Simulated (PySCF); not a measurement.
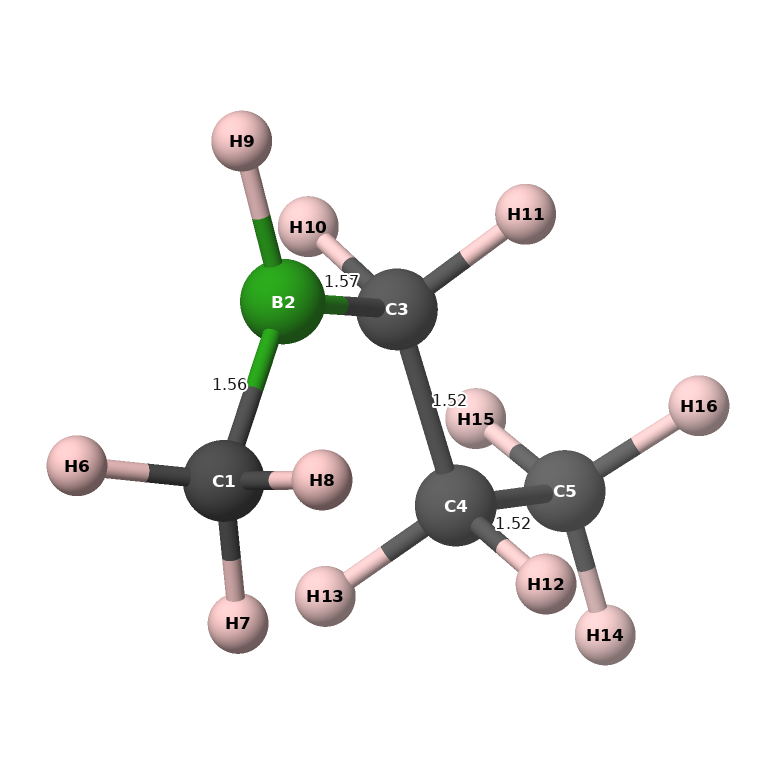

Bond lengths are marked in Å; every bond is drawn as one stick. Computed geometry: PBE0-D3(BJ)/def2-SVP optimisation. No frequency run is at hand to confirm it as a minimum.

Assign a bond order to each marked bond.

Answer. C1–B2 single; B2–C3 single; C3–C4 single; C4–C5 single.

Give the structure as SMILES.

Answer. CBCCC
